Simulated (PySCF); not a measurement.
Ge(Et)(OH)2(NH2), SMILES C[CH2][Ge]([NH2])([OH])[OH] (C₂H₉GeNO₂) at its GFN2-xTB optimised geometry (Å):

```
15

C     -0.4834     1.5982     1.2027
C     -0.9621     0.8015     0.0000
Ge    -0.2400    -1.0600     0.0000
N      1.5816    -1.0600     0.0000
O     -0.9488    -2.0611    -1.2987
O     -0.6750    -1.9661     1.4165
H      0.6011     1.6673     1.2034
H     -0.7884     1.1100     2.1246
H     -0.9000     2.6042     1.1839
H     -0.6595     1.3008    -0.9208
H     -2.0512     0.7446    -0.0050
H      2.0512    -0.7093    -0.8212
H      2.0063    -1.9348     0.2713
H     -0.9215    -1.7116    -2.1850
H     -1.3690    -2.6042     1.2624
```

Calculation: PBE0/def2-TZVP (PySCF). Cells within 0.4 Å of a nucleus heavier than hydrogen are left out (blank, or x).

Map of the electrostatic potential (hartree/e), clipped to [-0.08, 0.12] on the plane z = 0.0 Å:

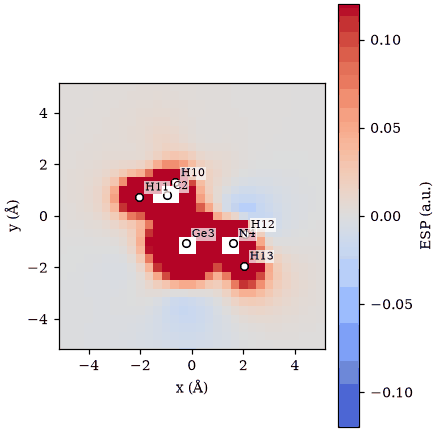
*Electrostatic potential (hartree/e), clipped to [-0.08, 0.12] on the plane z = 0.0 Å.*
